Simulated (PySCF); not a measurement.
# AlClFHS (SMILES [F][Al]([SH])[Cl]): HF/STO-3G

Aim: the vertical electron affinity of AlClFHS at HF/STO-3G, from 2 runs. The job is set up through a Python script.

The results are computed with PySCF 2.14.0.

## Step 1: The system as given

AlClFHS: 5 atoms, total charge 0, spin state singlet. SMILES: `[F][Al]([SH])[Cl]`. The coordinates come from a PBE0-D4/def2-TZVP relaxation.

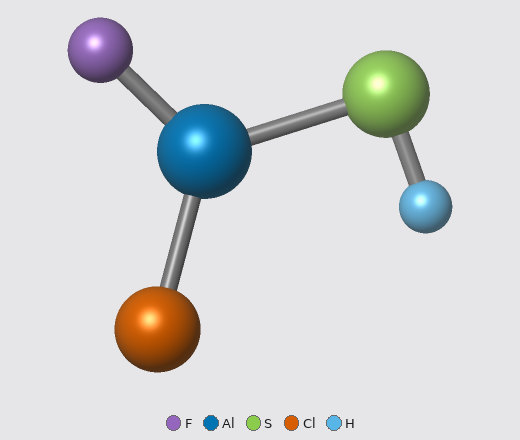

The structure, seen from a chosen angle (fluorine purple, aluminium blue, sulfur green, chlorine orange, hydrogen blue).

## Step 2: A single-point energy at HF/STO-3G

geometry.xyz reads:

```xyz
5

F     -1.074800    -1.532300     1.120000
Al    -0.434500    -0.368700     0.162600
S      1.608200     0.228100     0.503500
Cl    -1.607500     0.476200    -1.328000
H      1.558300     1.123100    -0.499600
```

calc.py reads:

```python
from pyscf import gto

molecule = gto.Mole()
molecule.atom = 'geometry.xyz'
molecule.charge = 0
molecule.max_memory = 1860
molecule.basis = 'sto-3g'
molecule.verbose = 3
molecule.build()

mf = molecule.RHF()
mf.conv_tol = 1e-10
mf.kernel()
if not mf.converged:
    mf = mf.newton().run(mf.mo_coeff, mf.mo_occ)

e_final = mf.e_tot
print('E(%s) = %.9f' % ('HF', e_final))
```

Launch:

```console
$ OMP_NUM_THREADS=1 python calc.py
```

Output:

```text
converged SCF energy = -1185.56757377457
E(HF) = -1185.567573775
```

It took 0.56 s on 1 thread of Intel Xeon 6975P-C (Granite Rapids), shared host; peak memory 0.12 GiB.

## Step 3: The doublet anion at the same level

geometry.xyz is that of step 2.

run.py reads:

```python
from pyscf import gto, scf

mol = gto.M(
    atom='geometry.xyz',
    spin=1,
    basis='sto-3g',
    charge=-1,
    verbose=3,
    max_memory=1860,
)

hf = scf.UHF(mol)
hf.conv_tol = 1e-10
hf.kernel()
if not hf.converged:
    hf = hf.newton().run(hf.mo_coeff, hf.mo_occ)

e_final = hf.e_tot
print(f'total energy: {e_final:.8f} hartree')
```

Launch:

```console
$ OMP_NUM_THREADS=1 python run.py
```

Output:

```text
converged SCF energy = -1185.28237847636  <S^2> = 0.75667253  2S+1 = 2.0066614
total energy: -1185.28237848 hartree
```

Wall time 0.5 s (1 thread of Intel Xeon 6975P-C (Granite Rapids), shared host); peak memory 0.1 GiB.

## Step 4: Results

Level: HF/STO-3G.

| quantity | value |
| --- | --- |
| singlet AlClFHS: total energy | -1185.56757 Eh |
| singlet AlClFHS: dipole moment | 1.42 D |
| singlet AlClFHS: HOMO energy | -7.75 eV |
| singlet AlClFHS: LUMO energy | 8.14 eV |
| singlet AlClFHS: HOMO–LUMO gap | 15.89 eV |
| doublet anion: total energy | -1185.28238 Eh |
| doublet anion: HOMO energy (highest over α and β) | 7.40 eV |
| doublet anion: LUMO energy (lowest over α and β) | 15.35 eV |
| doublet anion: ⟨S²⟩ | 0.757 |
| vertical electron affinity (to the doublet anion) | -7.761 eV |

The anion lies 7.76 eV (749 kJ/mol) above the neutral: the electron isn't bound at this level, and such a value depends on the basis. Without diffuse functions anions come out too high. Hartree–Fock misses the correlation that binds many anions. The HOMO of this anion lies above zero, so its frontier levels hang on the basis. Mulliken charges (doublet anion) run from -0.70 on Cl4 to +0.66 on Al2. The HOMO (doublet anion) lies at positive energy, 7.40 eV: the electron is unbound at this level or held by a compact basis; values depend on the basis.
